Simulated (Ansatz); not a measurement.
```xyz
7

C    -0.5358    0.8246   -0.3594
C     0.3821    0.0951    0.2841
C     0.4251   -1.3317    0.2143
N     0.4767   -2.4924    0.1698
H    -1.3056    0.3571   -0.9766
H    -0.5331    1.9130   -0.2792
H     1.1518    0.5663    0.9014
```

All numbers below come from Ansatz, RKS PBE0/cc-pVDZ.

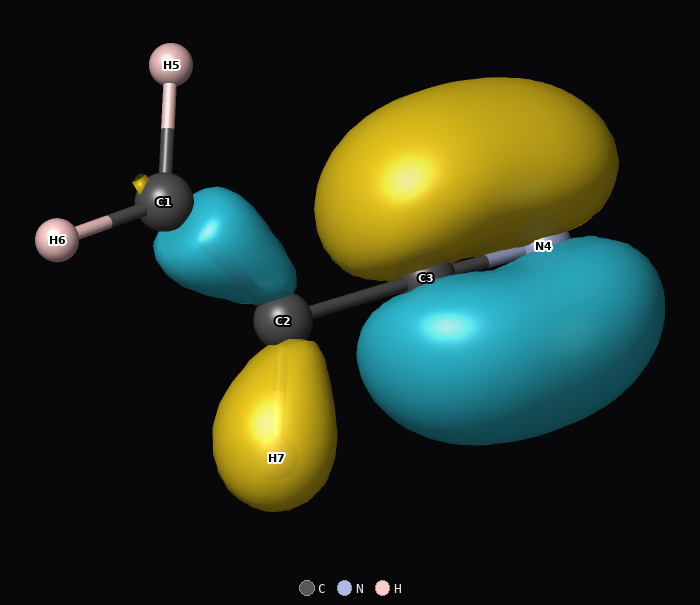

C₃H₃N. The HOMO−1 at ±0.15 Å⁻³ᐟ² (yellow and cyan are the two phases), seen at a tilt.

Question: What is the character of this orbital?

Answer: By Hirshfeld shares it lies mainly on N4 (about 50 %) and C3 (about 35 %); it is symmetric in the molecular plane (an in-plane orbital: σ, lone-pair or in-plane π type). Its energy is −9.53 eV.
